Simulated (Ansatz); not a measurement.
Consider Na3WO4Cl (P4/nmm).

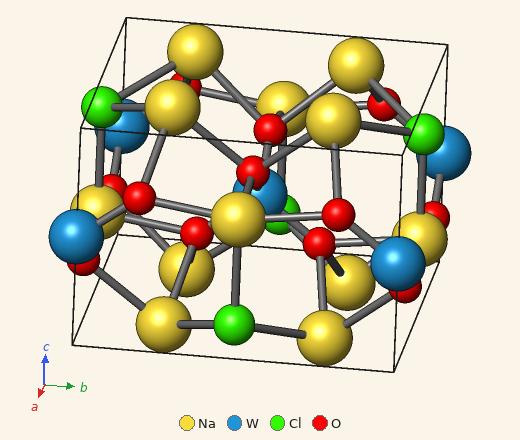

The structure (sodium yellow, tungsten blue, chlorine green, oxygen red). Some periodic images of atoms are drawn too.

```xyz
18
Lattice="7.5181 0.0000 0.0000 0.0000 7.5181 0.0000 0.0000 0.0000 5.3600" Properties=species:S:1:pos:R:3 pbc="T T T"
Na    3.7590    0.0000    1.9210
Na    0.0000    3.7590    3.4390
Na    5.6386    1.8795    0.0000
Na    1.8795    1.8795    0.0000
Na    1.8795    5.6386    0.0000
Na    5.6386    5.6386    0.0000
W     0.0000    0.0000    2.6800
W     3.7590    3.7590    2.6800
Cl    3.7590    0.0000    4.5131
Cl    0.0000    3.7590    0.8469
O     6.0850    0.0000    1.6020
O     3.7590    2.3260    1.6020
O     1.4331    0.0000    1.6020
O     3.7590    5.1921    1.6020
O     2.3260    3.7590    3.7580
O     0.0000    1.4331    3.7580
O     5.1921    3.7590    3.7580
O     0.0000    6.0850    3.7580
```

Geometry: measured cell, ions relaxed with PBE. The runs that relaxed it are not among those shown. Spin-orbit coupling is left out unless a run names it.

Gaps computed with Ansatz 0.2.0 without a self-energy: LDA 4.42 eV, PBE 4.67 eV, PBE+SOC 4.66 eV, HSE06 6.19 eV and DDH-PBE0 8.18 eV. The mean ε∞ by PBE perturbation theory is 2.61.

**Question.** What gap should G0W0 on PBE give (2×2×4 mesh, 1019 empty bands, screening to 130 eV, PAW set soft_1 files)?

About 6.83 eV: on its mesh the run moves the gap from 4.67 eV by +2.17 eV. Among the scalar-relativistic levels given, HSE06 is nearest (−0.64 eV). One-shot corrections scale roughly with one over ε∞, here 0.38. Bands and cutoff are finite, so the gap is not at the basis limit. The miss can reach some tenths of an eV and take either sign; the mesh is an error of its own. The 2×2×4 mesh is coarse for this cell (its supercell is 15 Å along the shortest edge). The RPA ε∞ on it, from the PBE start, is 2.47; such meshes misread the long-range screening, most where the gap is narrow. The many-body steps are scalar-relativistic: spin-orbit coupling is not in them.

[Paths, hosts, dates, memory and timing lines, banners, echoed tables and standing remarks are left out of the program output.]

[Logs are printed without paths, hosts, clocks, repeated set-up lines and the standing remarks that a program may print on its own settings, such as how far it seeks lower states.]

[Runs of the session that timed out or met a known fault of the program may be left out.]

[Cells called generated may have been cut or substituted from an entry of the Crystallography Open Database or the Materials Project.]

[Hosts, paths, dates, database ids (printed as entryN), source tags and the programs' standing remarks are cut or masked in the printed files.]
